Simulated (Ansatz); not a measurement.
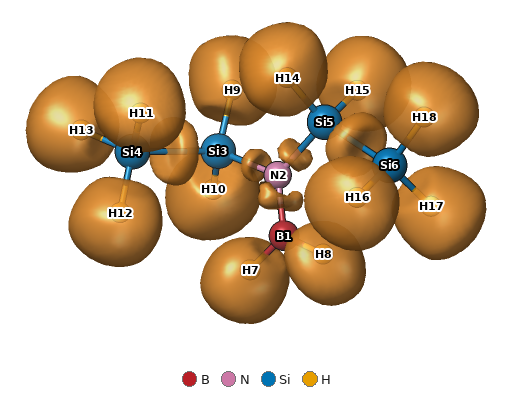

*BH$_{12}$NSi$_{4}$. Isosurface of the electron localisation function at 0.85 (orange), seen at a tilt. Core shells and regions of very low density are left out.*

Geometry: PBE0-D4/def2-SVP.

Computed with isolated molecule in a Gaussian basis; Kohn-Sham density functional theory, functional PBE0 in Ansatz.

```yaml
atoms:
  - { symbol: B, position_ang: [0.2959, -0.0654, -1.6767] }
  - { symbol: N, position_ang: [-0.4154, -0.1650, -0.4641] }
  - { symbol: Si, position_ang: [-0.8348, -1.7903, 0.1372] }
  - { symbol: Si, position_ang: [1.0613, -2.7317, 1.1459] }
  - { symbol: Si, position_ang: [-0.8402, 1.2582, 0.5126] }
  - { symbol: Si, position_ang: [0.1016, 3.2163, -0.3656] }
  - { symbol: H, position_ang: [0.5817, -1.0723, -2.2913] }
  - { symbol: H, position_ang: [0.6271, 1.0172, -2.1127] }
  - { symbol: H, position_ang: [-1.9272, -1.6250, 1.1473] }
  - { symbol: H, position_ang: [-1.3409, -2.6315, -0.9870] }
  - { symbol: H, position_ang: [1.5278, -1.8349, 2.2484] }
  - { symbol: H, position_ang: [2.1552, -2.8577, 0.1342] }
  - { symbol: H, position_ang: [0.7597, -4.0824, 1.7128] }
  - { symbol: H, position_ang: [-0.3495, 1.0319, 1.9102] }
  - { symbol: H, position_ang: [-2.3304, 1.3770, 0.5935] }
  - { symbol: H, position_ang: [1.5883, 3.0990, -0.4521] }
  - { symbol: H, position_ang: [-0.4579, 3.5355, -1.7130] }
  - { symbol: H, position_ang: [-0.2401, 4.3325, 0.5722] }
```

### What do the ELF domains correspond to?

At this value the surface marks out one region between bonded B–N atoms (shared pairs), two regions between bonded N–Si atoms (shared pairs), two regions between bonded Si–Si atoms (shared pairs) and twelve regions around hydrogen nuclei.

Values along the shortest contacts:
B–N (1.41 Å): the ELF peaks at about 0.95 between the atoms; a polar covalent bond. Si–N (1.78 Å): the ELF peaks at about 0.90 between the atoms (a polar covalent bond).
